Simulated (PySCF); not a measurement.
# C$_{3}$H$_{6}$B$_{2}$F$_{2}$O: what the fields show

```yaml
atoms:
  - { symbol: B, position_ang: [3.1057, -0.3765, -0.3296] }
  - { symbol: O, position_ang: [1.8046, -0.3801, -0.4237] }
  - { symbol: B, position_ang: [0.5094, -0.4113, -0.5589] }
  - { symbol: F, position_ang: [0.0142, -1.0621, -1.6319] }
  - { symbol: C, position_ang: [-0.5091, 0.2567, 0.4339] }
  - { symbol: C, position_ang: [-1.8772, -0.3601, 0.6827] }
  - { symbol: C, position_ang: [-1.7677, 0.8923, -0.1011] }
  - { symbol: F, position_ang: [-2.1750, 2.0559, 0.4788] }
  - { symbol: H, position_ang: [3.6393, -1.2429, 0.2631] }
  - { symbol: H, position_ang: [3.7157, 0.4995, -0.8263] }
  - { symbol: H, position_ang: [-0.0884, 0.7723, 1.2893] }
  - { symbol: H, position_ang: [-2.2736, -0.2941, 1.6838] }
  - { symbol: H, position_ang: [-2.1308, -1.2642, 0.1521] }
  - { symbol: H, position_ang: [-1.9676, 0.9142, -1.1643] }
```

Geometry: GFN2-xTB.

All numbers below come from PBE0/pcSseg-1, SCF density, gas phase, non-relativistic (PySCF).

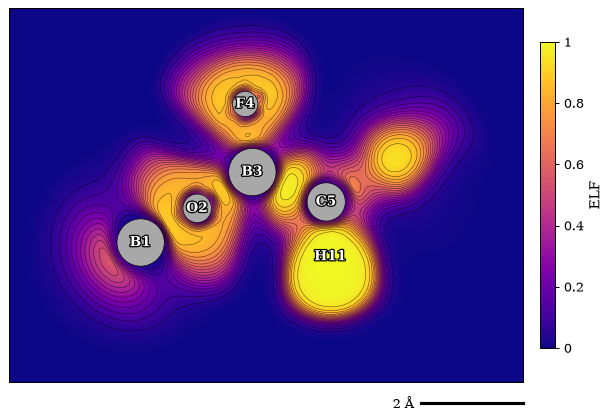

Figure 1. ELF on the plane of atoms B3, C5 and H11. Grey discs cover the atomic cores.

> Describe what can be read from this map.

The plane passes through B, O, F, C and H nuclei.
B–O (1.30 Å): the ELF peaks at about 0.90 between the atoms (a polar covalent bond).
B–F (1.35 Å): the ELF peaks at about 0.85 between the atoms; a polar covalent bond.
C–B (1.57 Å): the ELF peaks at about 1 between the atoms, as expected for a covalent bond.
C–H (1.08 Å): the ELF climbs to about 1 towards the hydrogen, as it does in any bond to H (a covalent bond by its length).
The ELF also peaks beside F4, away from the bonds: lone-pair regions.

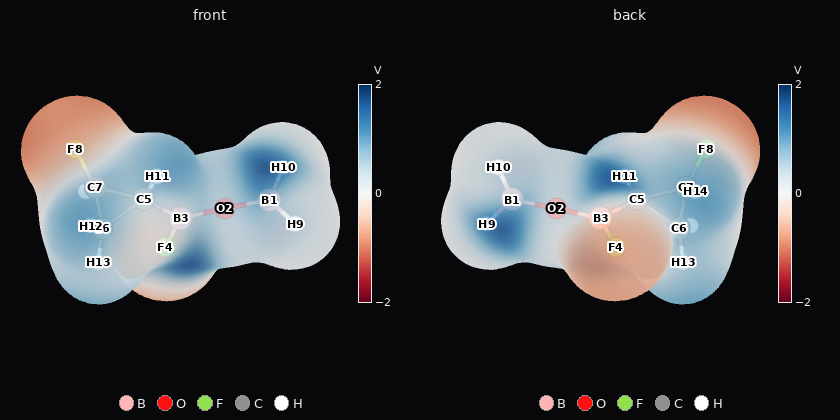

Figure 2. The electrostatic potential painted on the density surface at 0.002 e/bohr³, seen from the front and from behind; red is negative and blue positive.

> Describe the electrostatic potential map.

The most negative region (about −0.9 V) lies over F8, the most positive (about +1.6 V) over B1 and B3.

> How polar is the molecule by this calculation?

Its dipole moment is 0.99 D.
